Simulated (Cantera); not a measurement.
Feed: 1 mol CH3SiH3, 0.4 mol C2H2, 160 mol H2, 0.062 mol C3H8, held at 480 Torr.

Method: chemical equilibrium by Gibbs-energy minimisation in Cantera with the NASA 1993 tables (ideal gas, pure condensed phases). Candidate condensed phases: C, C6H6, C7H8, C8H18, Si, SiC; 87 gas species. The feed counts by its element totals alone. Gases not in the tables: Si2H6 and higher silanes. Equilibrium is a limit: real reactors are often held back by kinetics, nucleation or transport.

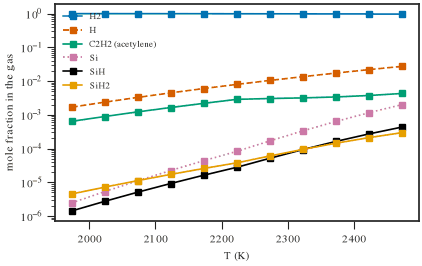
Figure. Equilibrium gas composition (values under 1e-9 drawn at 1e-9)

From 1973 K to 2223 K the condensed part is C(graphite) + SiC(s). From 2273 K to 2473 K the condensed part is SiC(s). The main Si-bearing gas is SiH2 at 1973 K and Si at 2473 K. The share of Si in condensed phases is highest at 1973 K (99.9 %) and lowest at 2473 K (41.4 %).
